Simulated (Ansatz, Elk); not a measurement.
# Bonding as seen by X-rays: NbSi

Structure refinements treat a crystal as free atoms side by side. For a made-up structure of NbSi (cell and positions from a PBE relaxation) the runs below show what the calculated density changes in F(hkl).

Program: Elk 11.2.3 (patched build). Level of theory: DFT, PBE, all-electron APW+lo, Dirac cores, scalar-relativistic bands, static density, no spin. Results are calculated unless marked as measured.

The structure was built from a prototype and need not be the compound's stable phase.

## Step 1: Starting point

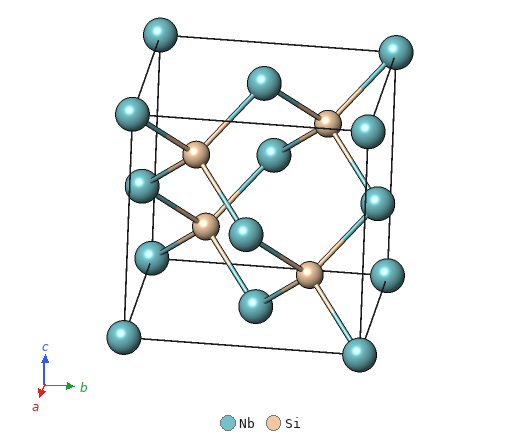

Start, viewed slightly off an axis; niobium teal, silicon light orange. This picture shows the conventional cell, with its axes. Bonds to atoms that aren't drawn are left out. Some periodic images of atoms are drawn too.

## Step 2: Ground state and structure factors

An all-electron density is needed, since X-rays see the cores too. Task 0 finds the density and task 195 Fourier-transforms it; tshift is off so that phases refer to the origin typed.

Contents of elk.in:

```
tasks
  0
  195

xctype
  20

spinpol
  .false.

rgkmax
  7.0

gmaxvr
  14.0

lmaxo
  7

lmaxapw
  8

swidth
  0.002

tshift
  .false.

ramdisk
  .false.

hmaxvr
  5.5

maxscl
  120

epspot
  1e-06

sppath
  './'

avec
  -0.00000000000 5.44559260055 5.44559260055
  5.44559260055 0.00000000000 5.44559260055
  5.44559260055 5.44559260055 0.00000000000

atoms
  2
  'Nb.in'
  1
  0.0000000000 -0.0000000000 -0.0000000000   0.000000 0.000000 0.000000
  'Si.in'
  1
  0.7500000000 0.7500000000 0.7500000000   0.000000 0.000000 0.000000

ngridk
  7 7 7
```

The run is started by

```console
OMP_NUM_THREADS=4 elk
```

Numbers of over 12 decimals in the logs are rounded to 6 here.

Output:

```text
┌─────────────────────────┐
│ Elk code version 11.2.3 │
└─────────────────────────┘

All units are atomic (Hartree, Bohr, etc.)

┌─────────────────────────────────────────────────┐
│ Ground-state run starting from atomic densities │
└─────────────────────────────────────────────────┘

Lattice vectors :
  -0.000000000       5.445592601       5.445592601
   5.445592601       0.000000000       5.445592601
   5.445592601       5.445592601       0.000000000

Reciprocal lattice vectors :
 -0.5769055609      0.5769055609      0.5769055609
  0.5769055609     -0.5769055609      0.5769055609
  0.5769055609      0.5769055609     -0.5769055609

Unit cell volume      :    322.9724203
Brillouin zone volume :   0.7680228955

Muffin-tin inner radius fraction :   0.1000000000E-01

Nuclei treated as point charges

Species : 1 (Nb)
 parameters loaded from : Nb.in
 name : niobium
 nuclear charge    :   -41.00000000
 electronic charge :    41.00000000
 atomic mass :    169357.9704
 muffin-tin radius :    2.527428329
 number of radial points in muffin-tin :   1193
 inner part over the whole radius :   0.9881294837E-02
 number on inner part of muffin-tin    :    847
 approximate nuclear radius :   0.8268951942E-04
 number of mesh points to nuclear radius :    419
 atomic positions (lattice), magnetic fields (Cartesian) :
  1 :   0.00000000  0.00000000  0.00000000    0.00000000  0.00000000  0.00000000

Species : 2 (Si)
 parameters loaded from : Si.in
 name : silicon
 nuclear charge    :   -14.00000000
 electronic charge :    14.00000000
 atomic mass :    51196.73458
 muffin-tin radius :    2.138593202
 number of radial points in muffin-tin :    793
 inner part over the whole radius :   0.9984921791E-02
 number on inner part of muffin-tin    :    553
 approximate nuclear radius :   0.5963282101E-04
 number of mesh points to nuclear radius :    247
 atomic positions (lattice), magnetic fields (Cartesian) :
  1 :   0.75000000  0.75000000  0.75000000    0.00000000  0.00000000  0.00000000

Total number of atoms per unit cell :    2
Total muffin-tin volume :    108.5984623
 ratio of muffin-tin to unit cell volume :   0.3362468604

Spin treatment :
 spin-unpolarised

Number of Bravais lattice symmetries :   48
Number of crystal symmetries         :   24
Crystal has no inversion symmetry
Complex Hermitian eigensolver will be used

k-point grid :      7     7     7
k-point offset :    0.000000000       0.000000000       0.000000000
k-point set is reduced with full crystal symmetry group
Total number of k-points :       30

Muffin-tin radius times maximum |G+k| :    7.000000000
 using average radius
Maximum |G+k| for APW functions       :    3.000414788
Maximum (1/2)|G+k|²                   :    4.501244449
Maximum |G| for potential and density :    14.00000000
Constant for pseudocharge density :    9
 order of it for each species :   16  16
 order of it for pair densities of each species (exact exchange by exxq0 0: 17) :   11   7
Radial integration step length :    1

G-vector grid sizes :     35    35    35
Number of G-vectors :    15065

Maximum angular momentum used for
 APW functions            :    8
 outer part of muffin-tin :    7
 inner part of muffin-tin :    2

Total nuclear charge    :   -55.00000000
Total core charge       :    38.00000000
Total valence charge    :    17.00000000
Total excess charge     :    0.000000000
Total electronic charge :    55.00000000

Effective Wigner radius, rₛ :    1.119192299

Number of empty states         :      8
Total number of valence states :     17
Total number of core states    :     38

Third-order local-orbitals added for an l without core states : T
Total number of local-orbitals :     22

Exchange-correlation functional :     20     0     0
 Perdew-Burke-Ernzerhof, Phys. Rev. Lett. 77, 3865 (1996)
 gradient requirement :    1
 generalised gradient approximation (GGA)

Smearing type :    3
 Fermi-Dirac
Smearing width :   0.2000000000E-02
Effective electronic temperature (K) :    631.5500496

Mixing type :    3
[...]
xc potential                :     -173.89462728390
 exchange                    :     -136.98774244483
 correlation                 :     -2.643949
 electron entropic           :    -0.70009072823482E-03
 total energy                :     -4110.8371913284

Density of states at Fermi energy :    58.76853638
 (states/Hartree/unit cell)

Estimated indirect band gap :   0.1819943215E-02
 from k-point 9 to k-point 27
Estimated direct band gap   :   0.3868340002E-01
 at k-point 9

Charges :
 core                        :    38.00000000
 valence                     :    17.00000000
 interstitial                :    4.104753013
 muffin-tins (core leakage)
  species : 1 (Nb)
   atom 1                    :    38.20302179     (  0.1378727180E-05)
  species : 2 (Si)
   atom 1                    :    12.69222520     (  0.1864575800E-02)
 total in muffin-tins        :    50.89524699
 total calculated charge     :    54.99784770
 total charge                :    55.00000000
 error                       :   0.2152301106E-02

RMS change in Kohn-Sham potential (target) :   0.4583916453     (  0.1000000000E-05)
Absolute change in total energy (target)   :   0.1036386761     (  0.1000000000E-03)

[... loops 3 to 13 left out ...]

┌──────────────────┐
│ Loop number : 14 │
└──────────────────┘

Energies :
 Fermi                       :     0.201687
 sum of occupied eigenvalues :     -2431.3997847286
 electron kinetic            :      4244.9266198291
 core electron kinetic       :      4157.8194903968
 Coulomb                     :     -8215.4785429395
 Coulomb potential           :     -6494.2615430890
 nuclear-nuclear             :     -437.34490004451
 electron-nuclear            :     -9070.3442454759
 Hartree                     :      1292.2106025810
 Madelung                    :     -4968.3477713950
 xc potential                :     -182.06486146868
 exchange                    :     -137.23632922659
 correlation                 :     -2.650733
 electron entropic           :    -0.71048964297596E-03
 total energy                :     -4110.4396955402

Density of states at Fermi energy :    49.92664647
 (states/Hartree/unit cell)

Estimated indirect band gap :   0.5409368407E-02
 from k-point 9 to k-point 8
Estimated direct band gap   :   0.2891937574E-01
 at k-point 9

Charges :
 core                        :    38.00000000
 valence                     :    17.00000000
 interstitial                :    3.822206014
 muffin-tins (core leakage)
  species : 1 (Nb)
   atom 1                    :    38.94621203     (  0.1278073814E-05)
  species : 2 (Si)
   atom 1                    :    12.23158196     (  0.1900797475E-02)
 total in muffin-tins        :    51.17779399
 total calculated charge     :    54.99785045
 total charge                :    55.00000000
 error                       :   0.2149553782E-02

RMS change in Kohn-Sham potential (target) :   0.1890606817E-06 (  0.1000000000E-05)
Absolute change in total energy (target)   :   0.1557323685E-04 (  0.1000000000E-03)

Convergence targets achieved

┌──────────────────┐
│ Loop number : 15 │
└──────────────────┘

Energies :
 Fermi                       :     0.201687
 sum of occupied eigenvalues :     -2431.3997879422
 electron kinetic            :      4244.9266190351
 core electron kinetic       :      4157.8194894881
 Coulomb                     :     -8215.4785431984
 Coulomb potential           :     -6494.2615444158
 nuclear-nuclear             :     -437.34490004451
 electron-nuclear            :     -9070.3442447310
 Hartree                     :      1292.2106015771
 Madelung                    :     -4968.3477709905
 xc potential                :     -182.06486256140
 exchange                    :     -137.23632919728
 correlation                 :     -2.650733
 electron entropic           :    -0.71048949440501E-03
 total energy                :     -4110.4396965681

Density of states at Fermi energy :    49.92663639
 (states/Hartree/unit cell)

Estimated indirect band gap :   0.5409371026E-02
 from k-point 9 to k-point 8
Estimated direct band gap   :   0.2891937697E-01
 at k-point 9

Charges :
 core                        :    38.00000000
 valence                     :    17.00000000
 interstitial                :    3.822206007
 muffin-tins (core leakage)
  species : 1 (Nb)
   atom 1                    :    38.94621204     (  0.1278073434E-05)
  species : 2 (Si)
   atom 1                    :    12.23158195     (  0.1900797424E-02)
 total in muffin-tins        :    51.17779399
 total calculated charge     :    54.99785045
 total charge                :    55.00000000
 error                       :   0.2149553906E-02

┌──────────────────────────────┐
│ Self-consistent loop stopped │
└──────────────────────────────┘

Warning : core states of species 2 leak from the muffin-tin :   0.1900797424E-02

Wrote STATE.OUT
```

It took 7.7 s on 4 threads of Arm Neoverse V2, shared host; peak memory 0.19 GiB.

SFACRHO.OUT:

```text

h k l indices transformed by vhmat matrix:
   1.000000000       0.000000000       0.000000000    
   0.000000000       1.000000000       0.000000000    
   0.000000000       0.000000000       1.000000000    

      h      k      l  multipl.   |H|            Re(F)            Im(F)           |F|

      0      0      0      1   0.0000000       54.999999      0.32788318E-16   54.999999    
     -1      0      0      4  0.99922974       34.688299       10.977925       36.383965    
     -1     -1     -1      4  0.99922974       34.688299      -10.977925       36.383965    
     -1      0     -1      6   1.1538111       23.053777     -0.34131260E-14   23.053777    
      1      0     -1     12   1.6317353       38.900259     -0.43397146E-14   38.900259    
     -2     -1     -2     12   1.9133793       28.158641       8.2477290       29.341679    
      1     -1      1     12   1.9133793       28.158641      -8.2477290       29.341679    
      0      2      0      4   1.9984595       19.663018     -0.21063085       19.664146    
      0      0     -2      4   1.9984595       19.663018      0.21063085       19.664146    
     -2      0     -2      6   2.3076222       33.498815      0.56141347E-14   33.498815    
      0     -2      1     12   2.5146730       24.954103       7.3904764       26.025495    
     -2     -3     -2     12   2.5146730       24.954103      -7.3904764       26.025495    
     -2      1     -1     24   2.5800001       17.230328     -0.15699102E-13   17.230328    
     -3     -2     -3     12   2.8262485       30.377563      0.49919186E-01   30.377604    
      1      1     -2     12   2.8262485       30.377563     -0.49919186E-01   30.377604    
     -3      0      0      4   2.9976892       22.712013      -6.7590914       23.696431    
      1     -2     -2     12   2.9976892       22.594026      -6.6915735       23.564108    
      1      3      3     12   2.9976892       22.594026       6.6915735       23.564108
```

Elk indexes on the primitive cell of elk.in and gives |H| = 4π sin θ/λ in inverse bohr. Below, one row stands for each form hkl of the conventional cell (m members, Friedel mates merged), F is for one primitive cell and the density is static (no thermal factor). Free-atom factors are Waasmaier and Kirfel's, and R is Σm||F|−|F'||/Σm|F|.

```csv
hkl,m,sin θ/λ (Å⁻¹),"abs F, DFT",neutral atoms,diff.,abs of complex diff.
111,8,0.150,36.384,36.497,-0.113,0.285
200,6,0.173,23.054,23.429,-0.375,0.375
220,12,0.245,38.900,39.050,-0.149,0.149
311,24,0.288,29.342,29.451,-0.109,0.146
222,8,0.300,19.664,19.472,+0.193,0.285
400,6,0.347,33.499,33.593,-0.094,0.094
331,24,0.378,26.025,25.852,+0.174,0.191
420,24,0.388,17.230,17.118,+0.112,0.112
422,24,0.425,30.378,30.256,+0.122,0.132
333,8,0.451,23.696,23.549,+0.147,0.148
511,24,0.451,23.564,23.549,+0.015,0.030
440,12,0.491,27.950,27.881,+0.069,0.069
531,48,0.513,21.926,21.895,+0.031,0.035
442,24,0.520,14.870,14.814,+0.056,0.073
```

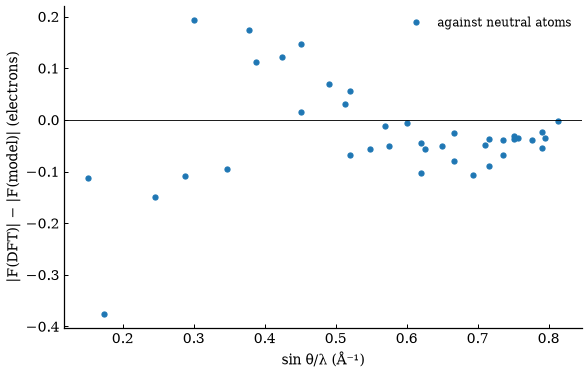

Difference between the calculated structure factors and the independent-atom ones.

## Step 3: The highest occupied states alone

An energy window below the Fermi level keeps the highest occupied states, to see at which angles they scatter; shallow core shells can lie inside it and anion s states outside. No new self-consistency is needed.

elk.in, as its differences from that of step 2:

```diff
@@ -1,3 +1,2 @@
 tasks
-  0
   195
@@ -40,2 +39,5 @@
 
+wsfac
+  -0.349550 0.501690
+
 sppath
```

The run is started by

```console
OMP_NUM_THREADS=4 elk
```

Output:

```text
┌─────────────────────────────────┐
│ Elk code version 11.2.3 started │
└─────────────────────────────────┘

Info(readinput): the functional depends on the density's gradient
 muffin-tin radial points multiplied by    2.00000
 (not where nrmtscf is given)

┌────────────────────┐
│ Current task : 195 │
└────────────────────┘
Info(checkmt): changed muffin-tin radius of species 1 (Nb) from   2.6000 to   2.5274
Info(checkmt): changed muffin-tin radius of species 2 (Si) from   2.2000 to   2.1386

Info(sfacrho): density structure factors written to SFACRHO.OUT

 Energy window :  -0.3495500000      0.5016900000

┌──────────────────┐
│ Elk code stopped │
└──────────────────┘
```

The job ended after 3 s (4 threads; peak memory 0.19 GiB; 4 s of CPU time).

States within 15 eV below the Fermi level hold 9.00 electrons; any levels below the window count with the cores. Their amplitudes can exceed the total, where window and core parts have opposite phase:

```csv
hkl,sin θ/λ (Å⁻¹),"abs F, window","abs F, all"
111,0.150,2.101,36.384
200,0.173,0.068,23.054
220,0.245,0.468,38.900
311,0.288,0.205,29.342
222,0.300,0.442,19.664
400,0.347,0.175,33.499
331,0.378,0.149,26.025
420,0.388,0.081,17.230
422,0.425,0.057,30.378
333,0.451,0.070,23.696
```

## Step 4: Another functional

The difference from free atoms is small, so it is set against the change that LDA (Perdew-Wang) makes.

elk.in, as its differences from that of step 3:

```diff
@@ -1,2 +1,3 @@
 tasks
+  0
   195
@@ -4,3 +5,3 @@
 xctype
-  20
+  3
 
@@ -39,5 +40,2 @@
 
-wsfac
-  -0.349550 0.501690
-
 sppath
```

The run is started by

```console
OMP_NUM_THREADS=4 elk
```

Output:

```text
┌─────────────────────────┐
│ Elk code version 11.2.3 │
└─────────────────────────┘

All units are atomic (Hartree, Bohr, etc.)

┌─────────────────────────────────────────────────┐
│ Ground-state run starting from atomic densities │
└─────────────────────────────────────────────────┘

Lattice vectors :
  -0.000000000       5.445592601       5.445592601
   5.445592601       0.000000000       5.445592601
   5.445592601       5.445592601       0.000000000

Reciprocal lattice vectors :
 -0.5769055609      0.5769055609      0.5769055609
[...]
interstitial                :    3.805337614
 muffin-tins (core leakage)
  species : 1 (Nb)
   atom 1                    :    38.95908472     ( -0.3596878496E-05)
  species : 2 (Si)
   atom 1                    :    12.23557766     (  0.1932696372E-02)
 total in muffin-tins        :    51.19466239
 total calculated charge     :    54.99783133
 total charge                :    55.00000000
 error                       :   0.2168666604E-02

┌──────────────────────────────┐
│ Self-consistent loop stopped │
└──────────────────────────────┘

Warning : core states of species 2 leak from the muffin-tin :   0.1932696372E-02

Wrote STATE.OUT
[key lines of the parts left out:]
total energy                :     -4105.4074320031
```

Elapsed: 5.1 s, on 4 threads; peak memory 0.19 GiB.

Against the first run R = 0.05 %; the largest change is +0.021 at 600.

## Step 5: Basis size

A smaller basis shows how fast F responds to it; the change is likely larger than the basis error of the first run, but doesn't show convergence.

elk.in, as its differences from that of step 4:

```diff
@@ -5,3 +5,3 @@
 xctype
-  3
+  20
 
@@ -11,3 +11,3 @@
 rgkmax
-  7.0
+  5.5
```

The run is started by

```console
OMP_NUM_THREADS=4 elk
```

Output:

```text
┌─────────────────────────┐
│ Elk code version 11.2.3 │
└─────────────────────────┘

All units are atomic (Hartree, Bohr, etc.)

┌─────────────────────────────────────────────────┐
│ Ground-state run starting from atomic densities │
└─────────────────────────────────────────────────┘

Lattice vectors :
  -0.000000000       5.445592601       5.445592601
   5.445592601       0.000000000       5.445592601
   5.445592601       5.445592601       0.000000000

Reciprocal lattice vectors :
 -0.5769055609      0.5769055609      0.5769055609
[...]
interstitial                :    3.891619227
 muffin-tins (core leakage)
  species : 1 (Nb)
   atom 1                    :    38.88508468     (  0.1272629142E-05)
  species : 2 (Si)
   atom 1                    :    12.22329609     (  0.1897107948E-02)
 total in muffin-tins        :    51.10838077
 total calculated charge     :    54.99793812
 total charge                :    55.00000000
 error                       :   0.2061883190E-02

┌──────────────────────────────┐
│ Self-consistent loop stopped │
└──────────────────────────────┘

Warning : core states of species 2 leak from the muffin-tin :   0.1897107948E-02

Wrote STATE.OUT
[key lines of the parts left out:]
total energy                :     -4110.4081653555
```

The job ended after 6.8 s (4 threads; peak memory 0.19 GiB).

Against the first run R = 0.02 %; the largest change is +0.037 at 400.

## Step 6: Basis size

The basis and the expansions that go with it are enlarged, to see whether the differences are converged.

elk.in, as its differences from that of step 5:

```diff
@@ -11,12 +11,12 @@
 rgkmax
-  5.5
+  8.5
 
 gmaxvr
-  14.0
+  18.0
 
 lmaxo
-  7
+  9
 
 lmaxapw
-  8
+  10
```

The run is started by

```console
OMP_NUM_THREADS=4 elk
```

Output:

```text
┌─────────────────────────┐
│ Elk code version 11.2.3 │
└─────────────────────────┘

All units are atomic (Hartree, Bohr, etc.)

┌─────────────────────────────────────────────────┐
│ Ground-state run starting from atomic densities │
└─────────────────────────────────────────────────┘

Lattice vectors :
  -0.000000000       5.445592601       5.445592601
   5.445592601       0.000000000       5.445592601
   5.445592601       5.445592601       0.000000000

Reciprocal lattice vectors :
 -0.5769055609      0.5769055609      0.5769055609
[...]
interstitial                :    3.814484809
 muffin-tins (core leakage)
  species : 1 (Nb)
   atom 1                    :    38.95284891     (  0.1278681871E-05)
  species : 2 (Si)
   atom 1                    :    12.23266628     (  0.1901286178E-02)
 total in muffin-tins        :    51.18551519
 total calculated charge     :    54.99807598
 total charge                :    55.00000000
 error                       :   0.1924018095E-02

┌──────────────────────────────┐
│ Self-consistent loop stopped │
└──────────────────────────────┘

Warning : core states of species 2 leak from the muffin-tin :   0.1901286178E-02

Wrote STATE.OUT
[key lines of the parts left out:]
total energy                :     -4110.4424068597
```

The job ended after 18 s (4 threads; peak memory 0.19 GiB).

Against the first run R = 0.01 %; the largest change is -0.005 at 511.

## Step 7: Settings against the effect

```csv
run,R against the first run (%),"R against neutral atoms, low angle (%)",wall time
"PBE, rgkmax 7",0.00,0.47,7.7 s
LDA (Perdew-Wang),0.05,0.47,5.1 s
rgkmax 5.5,0.02,0.51,6.8 s
rgkmax 8.5 with larger expansions,0.01,0.47,18 s
```

## Step 8: Summary of results

| Quantity | Value |
| --- | --- |
| R against neutral atoms, sin θ/λ < 0.3 Å⁻¹ | 0.47 % |
| R against neutral atoms, 0.3 to 0.81 Å⁻¹ | 0.30 % |

**Reading.** Independent neutral atoms miss the calculated amplitudes by R = 0.47 % below 0.3 Å⁻¹ and 0.30 % from there to 0.81 Å⁻¹; by shells, 0.47 % 0.15 to 0.3 (4 forms), 0.56 % 0.3 to 0.45 (5 forms), 0.26 % above 0.45 (30 forms). Bonding, aspherical density and the tables' own atoms all enter these figures, and the runs don't part them. The largest change of an amplitude is -0.38 electrons, at 200. R counts amplitudes alone; phases shift too. The window's part falls from 9.0 electrons at the origin to at most 0.16 between 0.45 and 0.81 Å⁻¹. Below 0.3 Å⁻¹ the changes that finished (LDA (Perdew-Wang), rgkmax 5.5 and rgkmax 8.5 with larger expansions) move F by R = 0.04 % at most, against the 0.47 % that separates it from free atoms. The k-mesh has no finished test. These runs have no spin, though d or f shells may be open. Part of the difference isn't bonding: the tables are fits to free atoms and ions calculated by other methods than this functional. Thermal motion, anomalous dispersion and extinction are left out.

[Logs are printed without paths, hosts, clocks, repeated set-up lines and the standing remarks that a program may print on its own settings, such as how far it seeks lower states.]

[Hosts, paths, dates, database ids (printed as entryN), source tags and the programs' standing remarks are cut or masked in the printed files.]
